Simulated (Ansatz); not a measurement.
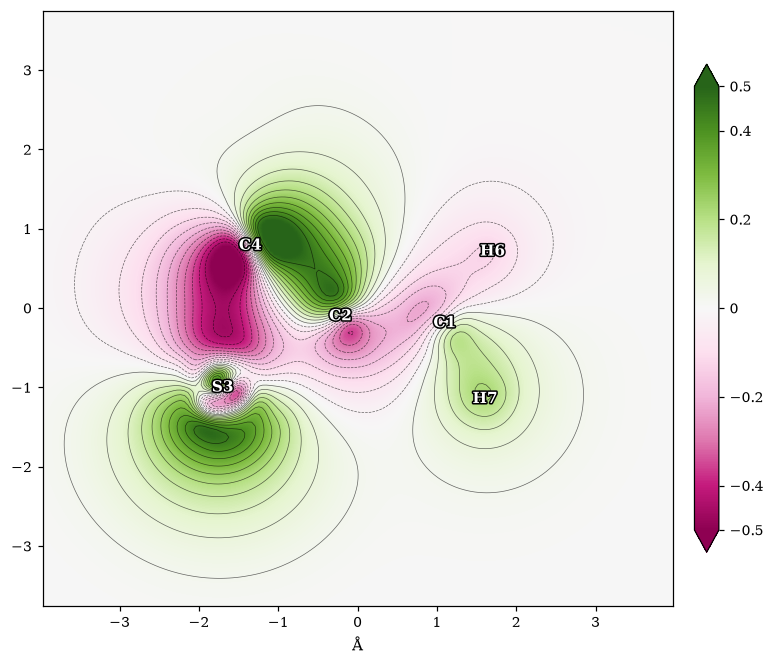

Figure 1: C3H3FS (SMILES C=C1SC1F). The HOMO−1 on the plane of atoms C2, S3 and C4 (values in Å⁻³ᐟ²; the overall sign is arbitrary).

Geometry: PBE0-D4/def2-TZVP.

Level of theory: isolated molecule in a Gaussian basis; Hartree-Fock in Ansatz 0.2.0.

The calculation's input:

```
basis:
  gaussian:
    orbitals: def2-SVP
crystal:
  periodic: [false, false, false]
  atoms:
    - {symbol: C, position_ang: [-0.031500, 1.391600, 0.301800]}
    - {symbol: C, position_ang: [0.314700, 0.155900, -0.000300]}
    - {symbol: S, position_ang: [1.613000, -0.867900, -0.524600]}
    - {symbol: C, position_ang: [-0.139400, -1.203000, -0.166100]}
    - {symbol: F, position_ang: [-0.953200, -1.501200, -1.202400]}
    - {symbol: H, position_ang: [-1.053900, 1.611100, 0.585100]}
    - {symbol: H, position_ang: [0.679900, 2.206300, 0.267300]}
    - {symbol: H, position_ang: [-0.337300, -1.850000, 0.683400]}
magnetization:
  spin_polarized: false
  initial_magnetization: 0
hamiltonian:
  xc: hf
accuracy: high
output:
  forces: true
  orbitals: {seedname: orbitals}
```

Run with:

```sh
ansatz run run.yaml --threads 1 --pin off --max-ram 2610MiB --events-out events.jsonl --progress --plain --runs-dir runs
```

### What is the character of this orbital?

By Hirshfeld shares it lies mainly on S3 (about 40 %), C4 (about 25 %), C2 (about 15 %) and F5 (about 10 %). Its energy is −12.15 eV.
